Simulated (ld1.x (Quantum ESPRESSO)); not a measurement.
## Pseudopotential generation, with input and output: Li

Lithium (Li, Z = 3), core [He], reference valence 2s1 2p0, valence charge 1. Computed at this level: TM semilocal potential, Wu–Cohen, non-relativistic, made with ld1.x (Quantum ESPRESSO) 7.5.

Results in brief:

- outcome: generated
- cutoffs needed: 6 Ry or less and 6 Ry or less (the cutoffs, on a coarse ladder, from which the occupation-weighted sum of valence levels, in a spherical-Bessel basis at the reference potential, stays within 10 and 1 mRy of its value at 400 Ry); ghost states and empty shells don't enter this sum
- ghost test: no ghost state below the valence levels in the p, s channels (spherical-Bessel basis up to 400 Ry, 20 bohr box)
- largest excitation error: -13 meV (all-electron minus pseudo) for 2s0 2p1, out of 2 test configurations
- range over which the phases arctan(r u′/u) at the test radius agree within 0.05 rad (a looser test near the poles than one of phase shifts): s: up to about 0.5 Ry; p: up to about 0.6 Ry
- hardware: 1 CPU thread, shared host
- wall time: 0.51 s

Input:
```
 &input
   title='Li', zed=3., rel=0, dft='WC', iswitch=3,
   config='[He] 2s1 2p0',
   nld=2, rlderiv=4.55, eminld=-2.0, emaxld=5.0, deld=0.02
 /
 &inputp
   pseudotype=1, tm=.true., lloc=0,
   nlcc=.true., new_core_ps=.true., rcore=2.55,
   file_pseudopw='Li.pp', file_wfcaegen='ae.wfc', file_wfcncgen='nc.wfc'
 /
2
2P  2  1   0.00   0.00  4.20  4.20  0.0
2S  1  0   1.00   0.00  3.55  3.55  0.0
 &test
   configts(1)='2s1 2p0'
 /
```

Input of the test run:
```
 &input
   title='Li', zed=3., rel=0, dft='WC', iswitch=2,
   config='[He] 2s1 2p0'
 /
 &test
   file_pseudo='Li.pp', nconf=3,
   configts(1)='2s1 2p0',
   configts(2)='2s0.5 2p0',
   configts(3)='2s0 2p1'
 /
```

Launched with:
```bash
ld1.x < Li.in > Li.out
```

Output:
```
     Program LD1 v.7.5
     --------------------------- All-electron run ----------------------------

     Li

     atomic number is  3.00
     dft =WC   lsd =0 sic =0 latt =0  beta=0.20 tr2=1.0E-14
     Exchange-correlation= WC
                           (   1   4  11   4   0   0   0)
     mesh =1017 r(mesh) =  99.62247 a.u. xmin = -7.00 dx = 0.01250
     1 Ry =  13.60569312 eV

     n l     nl                  e(Ry)          e(Ha)          e(eV)
     1 0     1S 1( 2.00)        -3.7968        -1.8984       -51.6579
     2 0     2S 1( 1.00)        -0.2069        -0.1034        -2.8150
     2 1     2P 1( 0.00)        -0.0766        -0.0383        -1.0419

     final scf error:  4.6E-15 reached in  19 iterations

     Etot =     -14.828186 Ry,      -7.414093 Ha,    -201.747748 eV

     Ekin =      14.728995 Ry,       7.364497 Ha,     200.398183 eV
     Encl =     -34.102294 Ry,     -17.051147 Ha,    -463.985346 eV
     Eh   =       8.035854 Ry,       4.017927 Ha,     109.333369 eV
     Exc  =      -3.490741 Ry,      -1.745371 Ha,     -47.493954 eV

     normalization and overlap integrals

     s(1S/1S) =  1.000000  <r> =   0.5822  <r2> =    0.4654  r(max) =   0.3638
     s(2S/2S) =  1.000000  <r> =   3.9436  <r2> =   18.4850  r(max) =   3.2024
     s(2P/2P) =  1.000000  <r> =   5.0962  <r2> =   32.1303  r(max) =   3.9606

     ------------------------ End of All-electron run ------------------------

     --------------------- Generating NC pseudopotential ---------------------

      Generating local pot.: lloc=0, matching radius rcloc =   3.5500

      Computing core charge for nlcc:

       r > 2.56 : true rho core
      Core charge pseudized with two Bessel functions
      Integrated core pseudo-charge :   0.06

      Wfc   2P  rcut= 4.164  Using Troullier-Martins method

     ------------------- End of pseudopotential generation -------------------

     --------------------------- All-electron run ----------------------------

     Li

     atomic number is  3.00
     dft =WC   lsd =0 sic =0 latt =0  beta=0.20 tr2=1.0E-14
     Exchange-correlation= WC
                           (   1   4  11   4   0   0   0)
     mesh =1017 r(mesh) =  99.62247 a.u. xmin = -7.00 dx = 0.01250
     1 Ry =  13.60569312 eV

     n l     nl                  e(Ry)          e(Ha)          e(eV)
     1 0     1S 1( 2.00)        -3.7968        -1.8984       -51.6579
     2 0     2S 1( 1.00)        -0.2069        -0.1034        -2.8150
     2 1     2P 1( 0.00)        -0.0766        -0.0383        -1.0419

     final scf error:  4.6E-15 reached in  19 iterations

     Etot =     -14.828186 Ry,      -7.414093 Ha,    -201.747748 eV

     Ekin =      14.728995 Ry,       7.364497 Ha,     200.398183 eV
     Encl =     -34.102294 Ry,     -17.051147 Ha,    -463.985346 eV
     Eh   =       8.035854 Ry,       4.017927 Ha,     109.333369 eV
     Exc  =      -3.490741 Ry,      -1.745371 Ha,     -47.493954 eV

     normalization and overlap integrals

     s(1S/1S) =  1.000000  <r> =   0.5822  <r2> =    0.4654  r(max) =   0.3638
     s(2S/2S) =  1.000000  <r> =   3.9436  <r2> =   18.4850  r(max) =   3.2024
     s(2P/2P) =  1.000000  <r> =   5.0962  <r2> =   32.1303  r(max) =   3.9606

     ------------------------ End of All-electron run ------------------------

     Computing logarithmic derivative in   4.57294
     Computing logarithmic derivative in   4.57294
     Computing the partial wave expansion
       no projector for channel:   0
     R is outside the sphere for l=    1 j= 0.00

     ---------------------- Testing the pseudopotential ----------------------

     Li

     atomic number is  3.00   valence charge is  1.00
     dft =WC   lsd =0 sic =0 latt =0  beta=0.20 tr2=1.0E-14
     mesh =1017 r(mesh) =  99.62247 xmin = -7.00 dx = 0.01250

     n l     nl             e AE (Ry)        e PS (Ry)    De AE-PS (Ry)
     1 0     2S   1( 1.00)       -0.20690       -0.20690       -0.00000
     2 1     2P   1( 0.00)       -0.07658       -0.07658       -0.00000

     eps = 1.1E-15  iter =  7

     Etot =     -14.828186 Ry,      -7.414093 Ha,    -201.747748 eV
     Etotps =    -0.394977 Ry,      -0.197488 Ha,      -5.373932 eV

     Ekin =       0.131184 Ry,       0.065592 Ha,       1.784849 eV
     Encl =      -0.523271 Ry,      -0.261635 Ha,      -7.119465 eV
     Ehrt =       0.230068 Ry,       0.115034 Ha,       3.130229 eV
     Ecxc =      -0.232957 Ry,      -0.116479 Ha,      -3.169545 eV
     (Ecc =      -0.016867 Ry,      -0.008434 Ha,      -0.229490 eV)

     ---------------------- End of pseudopotential test ----------------------
```

Output of the test run (extracts):
```
     ---------------------- Testing the pseudopotential ----------------------

     Li

     atomic number is  3.00   valence charge is  1.00
     dft =WC   lsd =0 sic =0 latt =0  beta=0.20 tr2=1.0E-14
     mesh =1017 r(mesh) =  99.62247 xmin = -7.00 dx = 0.01250

     n l     nl             e AE (Ry)        e PS (Ry)    De AE-PS (Ry)
     1 0     2S   1( 1.00)       -0.20690       -0.20690        0.00000
     2 1     2P   1( 0.00)       -0.07658       -0.07658        0.00000

     eps = 8.2E-16  iter =  7

     Etot =     -14.828186 Ry,      -7.414093 Ha,    -201.747748 eV
     Etotps =    -0.394977 Ry,      -0.197488 Ha,      -5.373933 eV

     Ekin =       0.131184 Ry,       0.065592 Ha,       1.784848 eV
     Encl =      -0.523271 Ry,      -0.261636 Ha,      -7.119465 eV
     Ehrt =       0.230068 Ry,       0.115034 Ha,       3.130229 eV
     Ecxc =      -0.232957 Ry,      -0.116479 Ha,      -3.169545 eV
     (Ecc =      -0.016867 Ry,      -0.008434 Ha,      -0.229490 eV)

     ---------------------- End of pseudopotential test ----------------------

     ---------------------- Testing the pseudopotential ----------------------

     Li

     atomic number is  3.00   valence charge is  1.00
     dft =WC   lsd =0 sic =0 latt =0  beta=0.20 tr2=1.0E-14
     mesh =1017 r(mesh) =  99.62247 xmin = -7.00 dx = 0.01250

     n l     nl             e AE (Ry)        e PS (Ry)    De AE-PS (Ry)
     1 0     2S   1( 0.50)       -0.38534       -0.38577        0.00043
     2 1     2P   1( 0.00)       -0.23930       -0.23789       -0.00142

     eps = 2.1E-15  iter = 13

     Etot =     -14.680446 Ry,      -7.340223 Ha,    -199.737646 eV
     Etotps =    -0.247133 Ry,      -0.123567 Ha,      -3.362418 eV
     dEtot_ae =       0.147740 Ry
     dEtot_ps =       0.147844 Ry,   Delta E=      -0.000104 Ry

     Ekin =       0.079639 Ry,       0.039820 Ha,       1.083545 eV
     Encl =      -0.274388 Ry,      -0.137194 Ha,      -3.733234 eV
     Ehrt =       0.063201 Ry,       0.031601 Ha,       0.859898 eV
     Ecxc =      -0.115586 Ry,      -0.057793 Ha,      -1.572627 eV
     (Ecc =      -0.016867 Ry,      -0.008434 Ha,      -0.229490 eV)

     ---------------------- End of pseudopotential test ----------------------

     ---------------------- Testing the pseudopotential ----------------------

     Li

     atomic number is  3.00   valence charge is  1.00
     dft =WC   lsd =0 sic =0 latt =0  beta=0.20 tr2=1.0E-14
     mesh =1017 r(mesh) =  99.62247 xmin = -7.00 dx = 0.01250

     n l     nl             e AE (Ry)        e PS (Ry)    De AE-PS (Ry)
     1 0     2S   1( 0.00)       -0.24093       -0.24366        0.00273
     2 1     2P   1( 1.00)       -0.11243       -0.11303        0.00060

     eps = 2.6E-15  iter = 10

     Etot =     -14.698398 Ry,      -7.349199 Ha,    -199.981889 eV
     Etotps =    -0.264197 Ry,      -0.132098 Ha,      -3.594582 eV
     dEtot_ae =       0.129788 Ry
     dEtot_ps =       0.130780 Ry,   Delta E=      -0.000992 Ry

     Ekin =       0.260124 Ry,       0.130062 Ha,       3.539166 eV
     Encl =      -0.454302 Ry,      -0.227151 Ha,      -6.181098 eV
     Ehrt =       0.183834 Ry,       0.091917 Ha,       2.501186 eV
     Ecxc =      -0.190026 Ry,      -0.095013 Ha,      -2.585438 eV
     (Ecc =      -0.016867 Ry,      -0.008434 Ha,      -0.229490 eV)
     Epseu=      -0.063826 Ry,      -0.031913 Ha,      -0.868399 eV

     ---------------------- End of pseudopotential test ----------------------
```

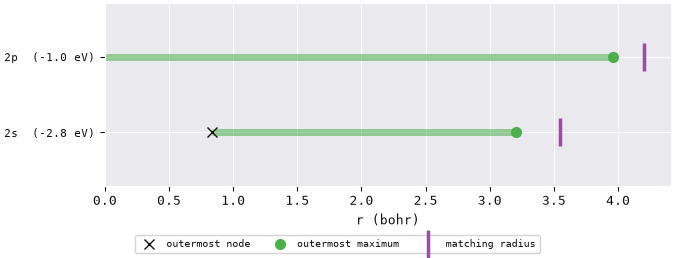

*Outer shells of the all-electron reference atom: each bar runs from the outermost node (or the nucleus) to the outermost maximum of u(r); the tick is the radius chosen for the pseudo-wave. Shells without a tick have no pseudo-wave of their own. Levels, nodes and maxima are from ld1.x, non-relativistic.*

- Radii against the shells: 2s: 3.55 bohr, outside the maximum; 2p: 4.20 bohr, outside the maximum.

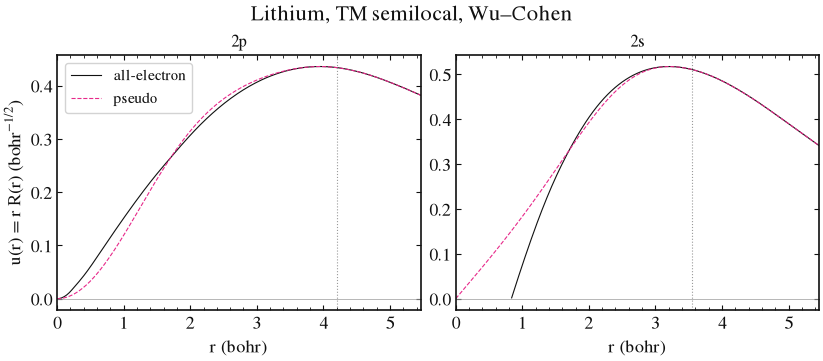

*Pseudo-waves (dashed) against the all-electron radial functions (solid). Dotted lines mark the matching radii. The innermost oscillations of some all-electron curves aren't drawn.*

Pseudo-waves: 2p has no node; 2s has no node.
